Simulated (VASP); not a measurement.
# Si2Mo with PBE + D3(BJ): from relaxation to properties, part 2 of 4

What structure and properties does PBE + D3(BJ) give Si2Mo, and how near are they to the measured ones? The start is a cell from a database of measured crystal structures.

VASP 6.6.1, plane waves and PAW; the level of theory is named at each step.

So far. Step 2 (Full relaxation (PBE + D3(BJ))): It ends with a largest force of 0.002 eV/Å and a pressure of 0.11 GPa. The volume lies -2.3 % from that of the database's start, which holds the thermal and zero-point expansion of its experiment. Step 3 (Second relaxation): It ends with a largest force of 0.002 eV/Å and a pressure of 0.06 GPa. The volume moved by under 0.01 %: the run met its threshold at the first step. The relaxed cell has a = 3.178, c = 7.790 Å (conventional setting).

The database entry behind the starting cell is an old determination (1927), so it need not match the best structure at ambient conditions.

### 4. Density, ELF and potential (PBE + D3(BJ))

Level of this step: PBE with D3(BJ); plane waves and PAW (Si, Mo_sv) (VASP).

The relaxed cell gets a fresh self-consistent run, on a basis set for its own volume, to fix the density and to check the remaining stress.

The input, INCAR:

```
SYSTEM = Si2Mo
PREC = Accurate
ENCUT = 400
EDIFF = 1E-06
NELM = 100
ISMEAR = 0
SIGMA = 0.05
LREAL = .FALSE.
ALGO = Normal
GGA = PE
IVDW = 12
NBANDS = 17
LASPH = .TRUE.
LORBIT = 11
LWAVE = .FALSE.
LCHARG = .TRUE.
ISIF = 2
LELF = .TRUE.
LVHAR = .TRUE.
```

The input, POSCAR:

```
Si2Mo
1.0
   -1.5890689334      1.5890689334      3.8950969645
    1.5890689334     -1.5890689334      3.8950969645
    1.5890689334      1.5890689334     -3.8950969645
Si Mo
2 1
Direct
    0.3347889275      0.3347889275      0.0000000000
    0.6652110725      0.6652110725      0.0000000000
    0.0000000000      0.0000000000      0.0000000000
```

The input, KPOINTS:

```
Automatic mesh
0
Gamma
10 10 10
0 0 0
```

The projector-augmented-wave data sets are Si and Mo_sv (PBE family, release 64).

On the command line:

```console
$ mpirun -np 2 vasp_std
```

Log:

```text
[banner, memory and clock lines left out]
running    2 mpi-ranks, on    1 nodes
 distrk:  each k-point on    2 cores,    1 groups
 distr:  one band on    1 cores,    2 groups

 POSCAR found type information on POSCAR SiMo
 POSCAR found :  2 types and       3 ions
 LDA part: xc-table for (Slater+PW92), standard interpolation
|                                                                             |
|           W    W    AA    RRRRR   N    N  II  N    N   GGGG   !!!           |
|           W    W   A  A   R    R  NN   N  II  NN   N  G    G  !!!           |
|           W    W  A    A  R    R  N N  N  II  N N  N  G       !!!           |
|           W WW W  AAAAAA  RRRRR   N  N N  II  N  N N  G  GGG   !            |
|           WW  WW  A    A  R   R   N   NN  II  N   NN  G    G                |
|           W    W  A    A  R    R  N    N  II  N    N   GGGG   !!!           |
|                                                                             |
|     The number of bands has been changed from the values supplied in        |
|     The orbitals not found in the WAVECAR file will be initialized with     |
|     random numbers, which is usually adequate. For correlated               |
|     calculations, however, you should redo the groundstate calculation.     |
|     I found NBANDS = 17. Now, NBANDS = 18.                                  |
|                                                                             |

 POSCAR, INCAR and KPOINTS ok, starting setup
 FFT: planning ... GRIDC
 FFT: planning ... GRID_SOFT
 FFT: planning ... GRID
 WAVECAR not read
 entering main loop
       N       E                     dE             d eps       ncg     rms          rms(c)
DAV:   1     0.965992115126E+02    0.96599E+02   -0.98057E+03  3712   0.955E+02
DAV:   2    -0.218492340025E+02   -0.11845E+03   -0.11625E+03  4532   0.264E+02
DAV:   3    -0.240939875846E+02   -0.22448E+01   -0.22296E+01  4466   0.327E+01
DAV:   4    -0.241052330416E+02   -0.11245E-01   -0.11220E-01  4424   0.265E+00
DAV:   5    -0.241053013094E+02   -0.68268E-04   -0.68265E-04  4260   0.203E-01    0.226E+01
DAV:   6    -0.233744114388E+02    0.73089E+00   -0.54134E+00  3862   0.153E+01    0.510E+00
DAV:   7    -0.232574037265E+02    0.11701E+00   -0.79026E-01  3846   0.537E+00    0.473E+00
DAV:   8    -0.232242632933E+02    0.33140E-01   -0.91182E-02  3964   0.225E+00    0.441E-01
DAV:   9    -0.232236289198E+02    0.63437E-03   -0.17745E-03  4308   0.333E-01    0.241E-01
DAV:  10    -0.232235726563E+02    0.56263E-04   -0.46439E-04  4110   0.177E-01    0.523E-02
DAV:  11    -0.232235635830E+02    0.90733E-05   -0.12306E-04  4088   0.811E-02    0.331E-02
DAV:  12    -0.232235627862E+02    0.79688E-06   -0.17126E-05  3918   0.290E-02    0.929E-03
DAV:  13    -0.232235619113E+02    0.87480E-06   -0.16208E-06  2366   0.105E-02
   1 F= -.24993379E+02 E0= -.24993153E+02  d E =-.452953E-03
```

Elapsed: 32 s, on 2 MPI ranks of AMD EPYC 7R43, shared host; peak memory 0.29 GiB; 56 s of CPU time.

OUTCAR, selected parts (step 4):

```text
The static configuration has the point symmetry D_4h.

 Found    102 irreducible k-points:

   k-points           NKPTS =    102   k-points in BZ     NKDIM =    102   number of bands    NBANDS=     18

   NELECT =      22.0000    total number of electrons

 E-fermi :  12.5298

 k-point     2 :       0.1000    0.0000   -0.0000
  band No.  band energies     occupation
    ...
      7       8.5718      2.00000
      8       9.4679      2.00000
      9      10.0393      2.00000
     10      10.2384      2.00000
     11      12.4682      1.91812
     12      15.2030      0.00000
     13      15.4731      0.00000
     14      16.1577      0.00000
     15      16.7143      0.00000
     16      17.2405      0.00000
    ...

 k-point     3 :       0.2000    0.0000   -0.0000
  band No.  band energies     occupation
    ...
      7       7.7127      2.00000
      8       9.3518      2.00000
      9      10.3674      2.00000
     10      10.4356      2.00000
     11      11.5982      2.00000
     12      14.3672      0.00000
     13      14.8982      0.00000
     14      16.9083      0.00000
     15      16.9685      0.00000
     16      17.7737      0.00000
    ...

 Edisp (eV)   -1.76982

  Total       0.01774     0.01774     0.01022     0.00000    -0.00000     0.00000
  in kB       0.72232     0.72232     0.41618     0.00000    -0.00000     0.00000
  external pressure =        0.62 kB  Pullay stress =        0.00 kB

 POSITION                                       TOTAL-FORCE (eV/Angst)
 -----------------------------------------------------------------------------------
      0.00000      0.00000      2.60807         0.000000      0.000000     -0.001625
      0.00000      0.00000      5.18212         0.000000      0.000000      0.001625
      0.00000      0.00000      0.00000        -0.000000     -0.000000     -0.000000
 -----------------------------------------------------------------------------------
    total drift:                                0.000000      0.000000     -0.000000

  FREE ENERGIE OF THE ION-ELECTRON SYSTEM (eV)
  ---------------------------------------------------
  free  energy   TOTEN  =       -24.9933794379 eV

  energy  without entropy=      -24.9929264847  energy(sigma->0) =      -24.99315296

[... 12 parts as in an earlier step ...]

[... 1 further part left out ...]
```

Numbers from this step:

- SCF cycles: 13
- bands: 18
- pressure: 0.06203 GPa

Valence electrons inside each PAW sphere by angular momentum. Sphere charges, by row:

| atom | s (e) | p (e) | d (e) | tot (e) |
| --- | --- | --- | --- | --- |
| Si1 | 0.741 | 0.892 | 0 | 1.634 |
| Si2 | 0.741 | 0.892 | 0 | 1.634 |
| Mo3 | 2.291 | 6.219 | 4.224 | 12.73 |

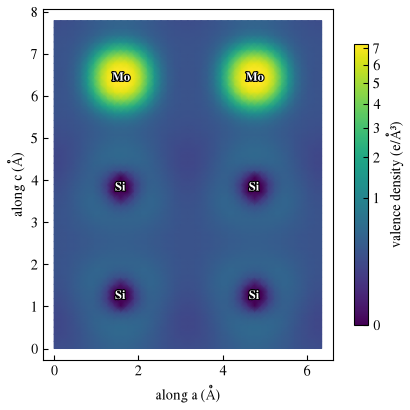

Valence density in the ac plane of the conventional cell at fractional y = 0.000, with atoms of Si and Mo within 0.2 Å of it. It is the smooth field of the valence electrons, not physical close to the nuclei. The map starts off the cell's origin, so that atoms lie inside it. The colour scale is stretched toward low values.

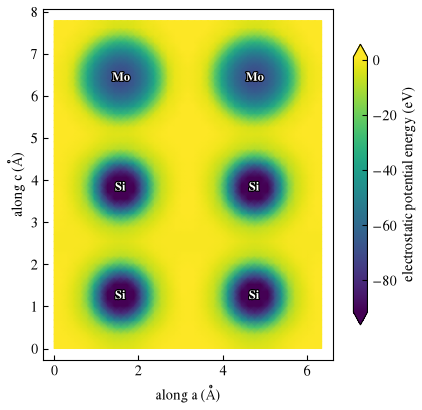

Electrostatic potential energy in the ac plane of the conventional cell at fractional y = 0.000, with atoms of Si and Mo within 0.2 Å of it. With pseudopotentials it is smooth inside the atoms' cores, unlike the true potential. The map starts off the cell's origin, so that atoms lie inside it.

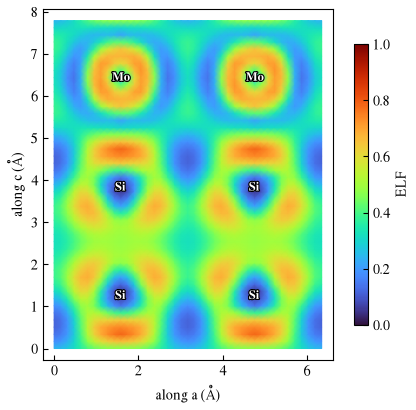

ELF in the ac plane of the conventional cell at fractional y = 0.000, with atoms of Si and Mo within 0.2 Å of it. It is the smooth field of the valence electrons, not physical close to the nuclei. The map starts off the cell's origin, so that atoms lie inside it.

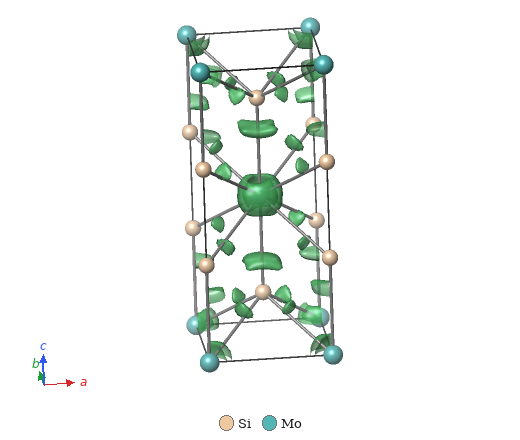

Surface of ELF = 0.7.

In this run the pressure is 0.06 GPa, small enough to go on.

### 5. Bands along the symmetry lines (PBE + D3(BJ))

The mesh alone shows little of the dispersion and can miss band extrema, so KPOINTS_OPT adds a path through the symmetry points after the self-consistent cycle.

The input, INCAR:

```
SYSTEM = Si2Mo
PREC = Accurate
ENCUT = 400
EDIFF = 1E-06
NELM = 100
ISMEAR = 0
SIGMA = 0.05
LREAL = .FALSE.
ALGO = Normal
GGA = PE
IVDW = 12
NBANDS = 24
LASPH = .TRUE.
LORBIT = 11
LWAVE = .FALSE.
LCHARG = .FALSE.
KPAR = 2
```

POSCAR is that of step 4.

KPOINTS is that of step 4.

The input, KPOINTS_OPT:

```
Line mode
16
Line-mode
Reciprocal
  0.00000000   0.00000000   0.00000000 GAMMA
 -0.50000000   0.50000000   0.00000000 X

 -0.50000000   0.50000000   0.00000000 X
 -0.50000000   0.50000000  -0.08321832 Y

 -0.50000000   0.50000000  -0.08321832 Y
 -0.29160916   0.29160916  -0.29160916 S

 -0.29160916   0.29160916  -0.29160916 S
  0.00000000   0.00000000   0.00000000 GAMMA

  0.00000000   0.00000000   0.00000000 GAMMA
  0.50000000   0.50000000  -0.50000000 Z

  0.50000000   0.50000000  -0.50000000 Z
  0.29160916   0.70839084  -0.70839084 S1

  0.29160916   0.70839084  -0.70839084 S1
  0.00000000   0.50000000  -0.50000000 N

  0.00000000   0.50000000  -0.50000000 N
 -0.25000000   0.75000000  -0.25000000 P

 -0.25000000   0.75000000  -0.25000000 P
  0.08321832   0.91678168  -0.50000000 Y1

  0.08321832   0.91678168  -0.50000000 Y1
  0.50000000   0.50000000  -0.50000000 Z

 -0.50000000   0.50000000   0.00000000 X
 -0.25000000   0.75000000  -0.25000000 P
```

On the command line:

```console
$ mpirun -np 2 vasp_std
```

Log:

```text
[... set-up lines as in an earlier step ...]
 entering main loop
       N       E                     dE             d eps       ncg     rms          rms(c)
DAV:   1     0.101064879726E+03    0.10106E+03   -0.92676E+03  4928   0.716E+02
DAV:   2    -0.217804364117E+02   -0.12285E+03   -0.11915E+03  6016   0.219E+02
DAV:   3    -0.240970284546E+02   -0.23166E+01   -0.23074E+01  5976   0.274E+01
DAV:   4    -0.241052485493E+02   -0.82201E-02   -0.82197E-02  5512   0.203E+00
DAV:   5    -0.241053015044E+02   -0.52955E-04   -0.52956E-04  6072   0.150E-01    0.226E+01
DAV:   6    -0.233765713944E+02    0.72873E+00   -0.39090E+00  5304   0.115E+01    0.519E+00
DAV:   7    -0.232578807618E+02    0.11869E+00   -0.59576E-01  5184   0.389E+00    0.471E+00
DAV:   8    -0.232243502948E+02    0.33530E-01   -0.73717E-02  5848   0.169E+00    0.430E-01
DAV:   9    -0.232236202704E+02    0.73002E-03   -0.16865E-03  5544   0.259E-01    0.249E-01
DAV:  10    -0.232235709123E+02    0.49358E-04   -0.28236E-04  5808   0.119E-01    0.465E-02
DAV:  11    -0.232235623600E+02    0.85522E-05   -0.73429E-05  5608   0.529E-02    0.329E-02
DAV:  12    -0.232235627632E+02   -0.40317E-06   -0.81217E-06  5920   0.176E-02
   1 F= -.24993380E+02 E0= -.24993154E+02  d E =-.452771E-03
 Start KPOINTS_OPT (optional k-point list driver)
k-point batch [1-102\176]
       N       E                     dE             ncg
DAV:   1     0.722565795538E+03   -0.53354E+05     4976
DAV:   2    -0.120409809746E+05   -0.12764E+05     6016
DAV:   3    -0.122683822967E+05   -0.22740E+03     6056
DAV:   4    -0.122691805070E+05   -0.79821E+00     5504
DAV:   5    -0.122691859807E+05   -0.54737E-02     6120
DAV:   6    -0.122691860466E+05   -0.65847E-04     5456
DAV:   7    -0.122691860476E+05   -0.96949E-06     4608
k-point batch [103-176\176]
       N       E                     dE             ncg
DAV:   1     0.147985280312E+05   -0.57337E+05     3600
DAV:   2     0.574595675772E+04   -0.90526E+04     4360
DAV:   3     0.558203365803E+04   -0.16392E+03     4496
DAV:   4     0.558147128440E+04   -0.56237E+00     4136
DAV:   5     0.558146756790E+04   -0.37165E-02     4536
DAV:   6     0.558146752537E+04   -0.42533E-04     4144
DAV:   7     0.558146752477E+04   -0.59933E-06     3392
```

Elapsed: 67 s, on 2 MPI ranks; peak memory 0.42 GiB; 1.9 min of CPU time.

OUTCAR, selected parts (step 5):

```text
   k-points           NKPTS =    102   k-points in BZ     NKDIM =    102   number of bands    NBANDS=     24

   NELECT =      22.0000    total number of electrons

 E-fermi :  12.5303

 k-point     1 :       0.0000    0.0000    0.0000
  band No.  band energies     occupation
    ...
      6       6.0776      2.00000
      7       9.2098      2.00000
      8       9.4530      2.00000
      9       9.9172      2.00000
     10       9.9172      2.00000
     11      12.9926      0.00000
     12      15.7044      0.00000
     13      15.8805      0.00000
     14      16.2022      0.00000
     15      16.2022      0.00000
    ...

 Edisp (eV)   -1.76982

  Total       0.00420     0.00420    -0.00747     0.00000    -0.00000     0.00000
  in kB       0.17099     0.17099    -0.30415     0.00000    -0.00000     0.00000
  external pressure =        0.01 kB  Pullay stress =        0.00 kB

 POSITION                                       TOTAL-FORCE (eV/Angst)
 -----------------------------------------------------------------------------------
      0.00000      0.00000      2.60807         0.000000      0.000000     -0.001779
      0.00000      0.00000      5.18212        -0.000000     -0.000000      0.001779
      0.00000      0.00000      0.00000         0.000000      0.000000      0.000000
 -----------------------------------------------------------------------------------
    total drift:                                0.000000      0.000000     -0.000000

  FREE ENERGIE OF THE ION-ELECTRON SYSTEM (eV)
  ---------------------------------------------------
  free  energy   TOTEN  =       -24.9933802898 eV

  energy  without entropy=      -24.9929275183  energy(sigma->0) =      -24.99315390

[... 7 parts as in an earlier step ...]

[... 9 further parts left out ...]
```

Spin-orbit coupling is off here; it would split degenerate levels.

This step gave:

| Item | Value |
| --- | --- |
| SCF cycles | 12 |
| bands | 24 |
| pressure | 0.001261 GPa |

The electronic bands at the labelled points (eV, zero at the Fermi level; # counts the bands kept, so #1 is VASP's band 5):

| point | #4 | #5 | #6 | #7 | #8 | #9 | #10 | #11 |
| --- | --- | --- | --- | --- | --- | --- | --- | --- |
| Γ | -3.08 | -2.61 | -2.61 | 0.46 | 3.17 | 3.35 | 3.67 | 3.67 |
| X | -5.13 | -4.46 | -3.07 | -1.13 | 2.47 | 2.90 | 3.28 | 3.47 |
| Y | -4.46 | -3.78 | -2.94 | -1.72 | 1.90 | 2.16 | 2.77 | 5.00 |
| S | -2.79 | -2.46 | -2.26 | -0.36 | 1.63 | 3.11 | 3.75 | 4.73 |
| Γ | -3.08 | -2.61 | -2.61 | 0.46 | 3.17 | 3.35 | 3.67 | 3.67 |
| Z | -2.19 | -0.52 | -0.52 | -0.41 | -0.41 | 0.60 | 4.88 | 5.47 |
| S1 | -2.79 | -2.46 | -2.26 | -0.36 | 1.63 | 3.11 | 3.75 | 4.73 |
| N | -4.49 | -2.58 | -2.56 | -0.46 | 2.42 | 3.20 | 4.31 | 4.34 |
| P | -6.16 | -2.68 | -2.04 | -2.04 | 0.42 | 2.47 | 4.14 | 4.14 |
| Y1 | -4.46 | -3.78 | -2.94 | -1.72 | 1.90 | 2.16 | 2.77 | 5.00 |
| Z | -2.19 | -0.52 | -0.52 | -0.41 | -0.41 | 0.60 | 4.88 | 5.47 |
| jump to X | -5.13 | -4.46 | -3.07 | -1.13 | 2.47 | 2.90 | 3.28 | 3.47 |
| P | -6.16 | -2.68 | -2.04 | -2.04 | 0.42 | 2.47 | 4.14 | 4.14 |

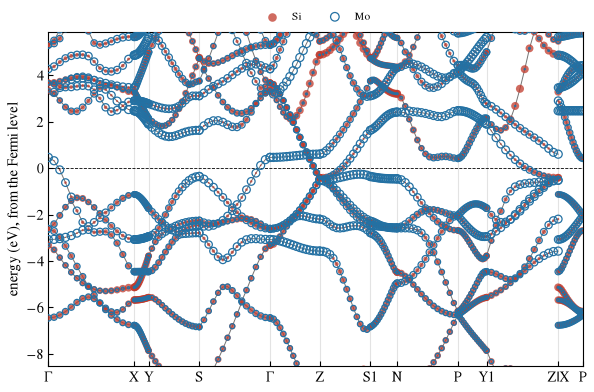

Electronic bands along the path; dots are coloured as in the legend, and their area grows with the weight.

There is no gap at this level.

(Part 2 of 4 ends here.)

[Lines on the potential files, build, host, timing and source positions are cut from VASP's logs without a mark.]

[Logs are printed without paths, hosts, clocks, repeated set-up lines and the standing remarks that a program may print on its own settings, such as how far it seeks lower states.]

[Hosts, paths, dates, database ids (printed as entryN), source tags and the programs' standing remarks are cut or masked in the printed files.]

[Measured values are set beside computed ones only where the two were judged alike; some that the calculation misses by far are left out.]
